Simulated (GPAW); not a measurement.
# CHCl2I (dichloroiodomethane): a first try and a second

Wanted: the charge distribution of CHCl2I (dichloroiodomethane), PBE/real-space grid (scalar-relativistic datasets).

The calculation is run with GPAW 26.7.0.

4 further runs of the same task are left out: 2 that didn't finish, 2 set aside as unsound or not needed.

## (1) Starting point

CHCl2I has 5 atoms, charge 0, and is taken as a singlet. SMILES: `ClC(Cl)I`. The coordinates come from a PBE0-D4/def2-TZVP relaxation.

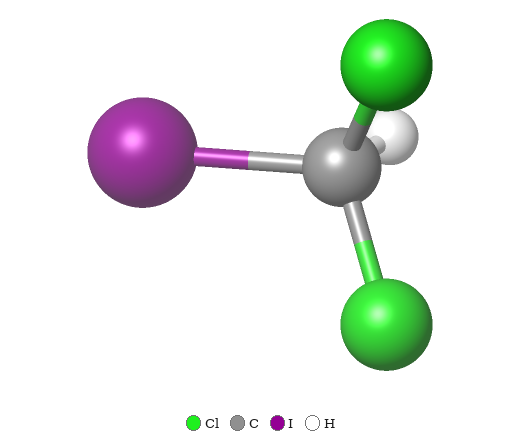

The structure, seen from a chosen angle (chlorine green, carbon grey, iodine purple, hydrogen white).

## (2) Try one

chcl2i.xyz

```xyz
5

Cl    -0.477400    -0.007200     1.686000
C      0.123800     0.058600     0.040400
Cl     1.197000    -1.282800    -0.309800
I     -1.479200     0.179500    -1.381800
H      0.685500     0.978300    -0.076200
```

calc.py

```python
import numpy as np
from ase.io import read
from ase.units import Debye
from gpaw import GPAW

atoms = read('chcl2i.xyz')
atoms.center(vacuum=4.5)

dft = GPAW(mode='lcao', h=0.2, maxiter=80, basis='tzp', xc='PBE', txt='-')
atoms.calc = dft

energy = atoms.get_potential_energy()
print(f'Energy: {energy:.5f} eV')
forces = atoms.get_forces()
print('Forces (eV/Ang)')
for symbol, f in zip(atoms.symbols, forces):
    print(f'{symbol:2} {f[0]:9.4f} {f[1]:9.4f} {f[2]:9.4f}')
dipole = atoms.get_dipole_moment() / Debye
print(f'Dipole = {np.linalg.norm(dipole):.3f} D')
homo, lumo = dft.get_homo_lumo()
print(f'HOMO                    {homo:.3f} eV')
print(f'LUMO                    {lumo:.3f} eV')
print(f'Gap = {lumo - homo:.3f} eV')
```

Command:

```bash
python calc.py
```

Log:

```text
__  _  _
 | _ |_)|_||  |
 |__||  | ||/\| - 26.7.0

units:  Angstrom and eV
cores:  1
OpenMP: False

Versions:
  Python: 3.12.14
  ASE:    3.29.0
  Numpy:  2.5.5
  Scipy:  1.18.1
  Libxc:  7.0.0

        _gpaw.cpython-312-aarch64-linux-gnu.so

Input parameters:
  mode=LCAO(),
  basis={'default': 'tzp'},
  h=0.2,
  maxiter=80,
  xc=XC(name='PBE')
FileNotFoundError: Could not find required basis set file "Cl.tzp.basis".

You need to set the GPAW_SETUP_PATH environment variable to point to
the directories where PAW dataset and basis files are stored.  See
```

Wall time 0.7 s (1 thread of Arm Neoverse V1, shared host); peak memory 0.11 GiB.

## (3) Diagnosis

The input was rejected.

The log says `FileNotFoundError: Could not find required basis set file "Cl.tzp.basis".`. Cause: a file that the run needs isn't there. To mend it: mode fd in place of lcao.

## (4) The mended input

chcl2i.xyz is that of step 2.

chcl2i_sp.py

```python
import numpy as np
from ase.io import read
from ase.units import Debye
from gpaw import GPAW

# Set up the molecule
molecule = read('chcl2i.xyz')
molecule.center(vacuum=4.5)

# Calculator
dft = GPAW(mode='fd', h=0.2, xc='PBE', maxiter=100, txt='-')
molecule.calc = dft

energy = molecule.get_potential_energy()
print(f'Energy                  {energy:.5f} eV')
forces = molecule.get_forces()
print('Forces (eV/Ang)')
for symbol, f in zip(molecule.symbols, forces):
    print(f'{symbol:2} {f[0]:9.4f} {f[1]:9.4f} {f[2]:9.4f}')
dipole = molecule.get_dipole_moment() / Debye
print(f'Dipole = {np.linalg.norm(dipole):.3f} D')
homo, lumo = dft.get_homo_lumo()
print(f'HOMO                    {homo:.3f} eV')
print(f'LUMO = {lumo:.3f} eV')
print(f'Gap = {lumo - homo:.3f} eV')
```

Command:

```bash
python3 -u chcl2i_sp.py | tee chcl2i_sp.out
```

Log:

```text
[...]
Number of symmetries: 1
[...]
  Number of IBZ points: 1
[...]
Spin-components: 1 (collinear spins)
Bands:           17
[...]
  Valence electrons: 26.0
[...]
  Grid points: [60 56 60]
  Charge: 0.0  # |e|
[...]
    cutoffs:
[...]
occupation numbers:
  # Zero width
[...]
xc functional:
  name: PBE with 2 nearest neighbor stencil
[...]
|iter     |     time |      energy | eigst |  dens |
[...]
|iter:   1| 00:00:03 |  -18.222093 | +0.71 |       |
[...]
|iter:  14| 00:00:17 |  -17.677436c| -7.67c| -5.70c|
Converged in 14 steps
[...]
Energy contributions relative to reference atoms: (reference = -219690.812735)
Energy contributions:
  Kinetic:          22.792676
  Coulomb:         -23.155888
  Zero:              0.532070
  External:          0.000000
  Xc:              -17.846294
  Entropy:           0.000000
  Spinorbit:         0.000000
  ----------------------------
  Free energy:     -17.677436
  Extrapolated:    -17.677436
dipole moment: (0.072298, 0.165396, -0.044491)  # |e|*Ang
Fermi level: -4.777
Eigenvalues  # (at kpt = [0.000, 0.000, 0.000])
| band index |      eig [eV] | occ [0-2] |
|------------|---------------|-----------|
|          0 |       -23.362 |     2.000 |
|        ... |               |           |
|          5 |       -11.836 |     2.000 |
|          6 |       -11.082 |     2.000 |
|          7 |        -8.437 |     2.000 |
|          8 |        -8.404 |     2.000 |
|          9 |        -7.881 |     2.000 |
|         10 |        -7.562 |     2.000 |
|         11 |        -6.771 |     2.000 |
|         12 |        -6.623 |     2.000 |
|         13 |        -2.931 |     0.000 |
|         14 |        -1.324 |     0.000 |
[...]
Gap: 3.692 eV
Transition (v -> c):
[...]
Forces (eV/Ang)
Cl   -0.1390   -0.0206    0.4201
C     0.1299    0.0785    0.0667
Cl    0.2906   -0.3299   -0.1457
I    -0.4401    0.0552   -0.3823
H     0.1198    0.1884   -0.0437
Dipole = 0.893 D
HOMO                    -6.623 eV
LUMO = -2.931 eV
Gap = 3.692 eV
```

Wall time 17 s (1 thread of Arm Neoverse V1, shared host); peak memory 0.56 GiB.

## (5) Results

Level: PBE/real-space grid (scalar-relativistic datasets).

```
                                              quantity        value
energy as printed (from the program's reference atoms)  -17.6774 eV
                                         dipole moment       0.89 D
                                           HOMO energy     -6.62 eV
                                           LUMO energy     -2.93 eV
                                         HOMO–LUMO gap      3.69 eV
```
